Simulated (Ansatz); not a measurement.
## WC: response to strain

Start from WC (space group P-6m2, No. 187; a = 2.9225 Å, c = 2.8462 Å; relaxed with 0.1 eV smearing). Axes: x lies along a and z along c of the hexagonal cell.

Strains are applied to the cell and any free atomic positions relax.

Computed with PBE in Ansatz (plane waves to 420 eV, PAW, no spin-orbit coupling).

Notes on the quantities. energy relative to the base: free energy F.

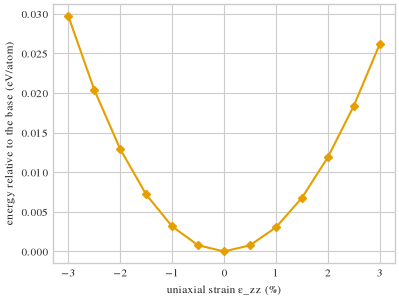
Energy relative to the base against uniaxial strain ε_zz

### Question
From the plot, what is the energy relative to the base for uniaxial strain ε_zz = −2.50 %?

### Answer
About 0.020 eV/atom.

### Question
Is the trend monotonic over the range shown?

### Answer
No, it turns within the range, spanning 0 meV/atom to +30 meV/atom.

No phonon test of stability was made. The final runs are not spin-polarised.

Ansatz is an electronic-structure program.
